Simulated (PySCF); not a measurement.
C3H2O2, SMILES `C#C.O=C=O`.

Method: r2SCAN/def2-SVPD; geometry: GFN2-xTB; program: PySCF.

Coordinates in Å:

```
C1      -1.9519   -0.5970    0.0000
C2      -1.9519    0.5970    0.0000
H3      -1.9509   -1.6470    0.0000
H4      -1.9509    1.6470    0.0000
O5       1.2445    1.1435    0.0000
C6       1.2353   -0.0000    0.0000
O7       1.2445   -1.1435    0.0000
```

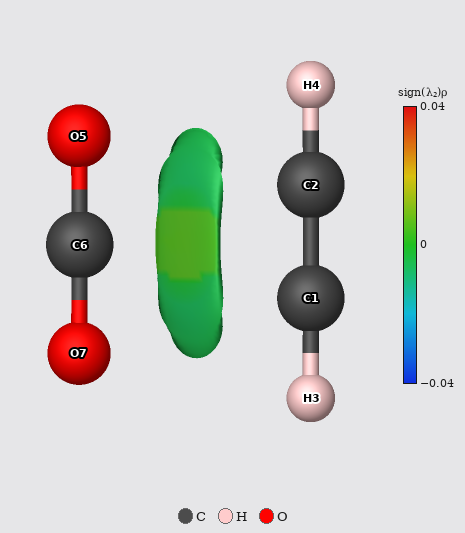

Non-covalent interaction surfaces between the fragments (reduced density gradient s = 0.6, coloured by sign(λ₂)ρ in a.u.; trimmed to the region between the fragments where ρ is under 0.06 a.u.). Fragment A: H2C2 (atoms 1–4); fragment B: CO2.

Interpret the surfaces between the fragments.

Answer. Bond critical points between the fragments: C2···O5, 3.24 Å, ρ = 0.006 a.u., a bond path close to vanishing (ellipticity 11.8); C1···O7, 3.24 Å, ρ = 0.006 a.u., a bond path close to vanishing (ellipticity 11.8). All are weak and appear green (van der Waals range). Several contacts close a ring, whose ring point adds a part with positive λ₂ between them. The pose is a local one from a semi-empirical search, not shown to be the most stable.

How strongly are they bound?

Answer. The counterpoise-corrected interaction energy of the frozen fragments is −1.9 kcal/mol without dispersion correction and −2.2 kcal/mol with D3(BJ). The pair geometry is semi-empirical, not a minimum at this level.

Run time: 52 s on 1 thread of Arm Neoverse V2, on a shared host, peak memory 0.52 GiB.
